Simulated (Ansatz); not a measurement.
CH₅BO₂Si: several calculations on one system

**1. Relaxation**

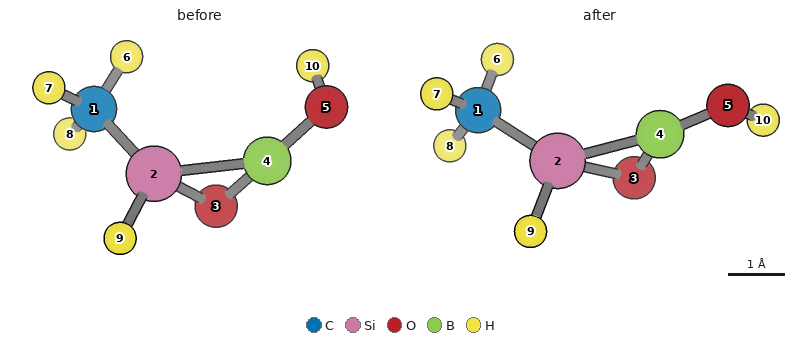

The structure of CH5BO2Si before (left) and after (right) a relaxation, at one scale.

Style: ball-and-stick. Shown at a tilt.

The run prepares an end point of a later path (torsion) calculation, from a guessed geometry.

Level of theory: RKS PBE0/6-31G* in Ansatz.

Input
```yaml
crystal:
  periodic: [false, false, false]
  atoms:
    - { symbol: C, position_ang: [-1.4312, -0.544, 0.1227] }
    - { symbol: Si, position_ang: [0.0927, 0.0294, 0.9577] }
    - { symbol: O, position_ang: [1.3488, -0.8205, 0.2874] }
    - { symbol: B, position_ang: [1.6794, 0.5302, -0.2486] }
    - { symbol: O, position_ang: [2.0524, 1.3811, -1.3475] }
    - { symbol: H, position_ang: [-1.4421, -0.1939, -0.9608] }
    - { symbol: H, position_ang: [-2.3179, -0.0014, 0.6012] }
    - { symbol: H, position_ang: [-1.5515, -1.5828, 0.1862] }
    - { symbol: H, position_ang: [0.2032, -0.0214, 2.4657] }
    - { symbol: H, position_ang: [1.4494, 1.1722, -2.0611] }
basis:
  gaussian: { orbitals: "6-31G*" }
hamiltonian:
  xc: pbe0
relax:
  f_tol: 0.015
  max_steps: 40
```

Command:
```bash
ansatz run input.yaml --threads 1 --pin off --max-ram 2048MiB --backend cpu --events-out ev --progress --plain --runs-dir out
```

### Describe what moved and what it gained.

The atom that moves furthest after the best rigid fit is H10 (1.33 Å). Largest moves by element: H 1.33 Å, O 0.61 Å, B 0.50 Å, C 0.29 Å, Si 0.26 Å. Near-neighbour distances that change, for instance: Si2–B4 2.055 → 1.896 Å, O3–B4 1.490 → 1.361 Å, Si2–O3 1.658 → 1.769 Å, B4–O5 1.439 → 1.346 Å. Among the angles between lasting bonds that change: Si2–B4–O5 142.4° → 164.6°, O3–B4–O5 150.2° → 132.1°, Si2–B4–O3 52.9° → 63.3°. Groups turn about O3–B4 by about 45°. The energy falls by 47.7 kcal/mol in 14 accepted moves (17 points after the start). The largest force component goes from 4.1 to 0.0091 eV/Å. The line search rejected the trial steps at points 8, 11, 14 of the run.

**2. Relaxation**

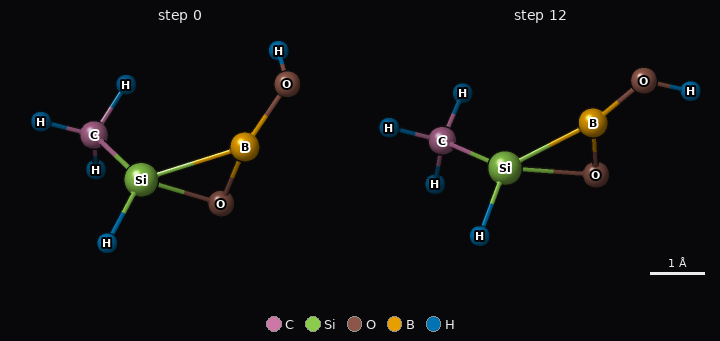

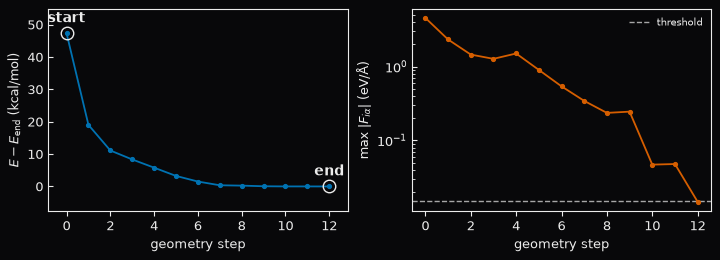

First and last geometry of a relaxation of CH₅BO₂Si, with the history of the run. Style: ball-and-stick. Shown at a tilt.

The run prepares an end point of a later path (torsion) calculation, from a guessed geometry.

Method: Ansatz, RKS PBE0/6-31G*. Set-up: no spin polarisation; force threshold 0.015 eV/Å; at most 40 steps.

### Did the run converge, and what did it change?

It converged. After 12 geometry steps the energy has fallen by 47.4 kcal/mol. The largest force component goes from 4.6 to 0.015 eV/Å. The largest move after the best rigid fit is that of an H atom, 1.33 Å. Largest moves by element: H 1.33 Å, O 0.60 Å, B 0.50 Å, C 0.27 Å, Si 0.26 Å. Near-neighbour distances that change, for instance: B–Si 2.055 → 1.896 Å, B–O 1.490 → 1.361 Å, O–Si 1.658 → 1.769 Å, B–O 1.439 → 1.346 Å. Bond angles that change, for instance: Si–B–O 142.4° → 164.5°, O–B–O 150.2° → 132.2°, Si–B–O 52.9° → 63.3°. Groups turn about B–O by about 45°. Cost: 100 s on 1 thread of Arm Neoverse N1 (shared host), peak memory 0.18 GiB.

**3. Path**

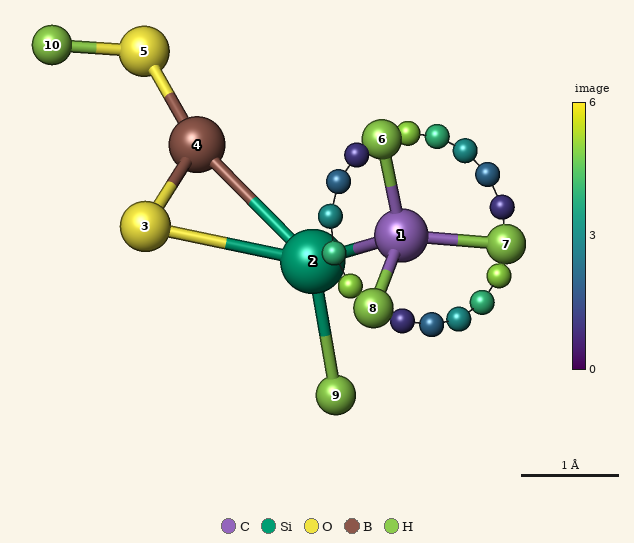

A nudged-elastic-band calculation for CH5BO2Si. Images are numbered from 0 (start) to 6 (end). The start is drawn whole; smaller spheres mark the moving atoms (H) in the later images, joined by lines and coloured by the number of the image. Style: ball-and-stick. Shown from a free direction.

Method: RKS PBE0/6-31G* (Ansatz 0.2.0). Run with 5 movable images; climbing image; force threshold 0.03 eV/Å; iteration limit 53; starting path through a guess of the saddle point.

Q: Describe the path and its energy.

A: The motion is a rotation about the C1–Si2 bond by about 120°. No bond forms or breaks between the ends. Among the angles between lasting bonds that change up to the highest image: Si2–C1–H6 111.2° → 109.0°. The two ends have the same energy, and the highest point, image 3, lies 0.035 eV above the start. The band is converged.

The run took 7.2 min on 1 thread of Arm Neoverse N1, with other jobs on the host, peak memory 0.2 GiB.
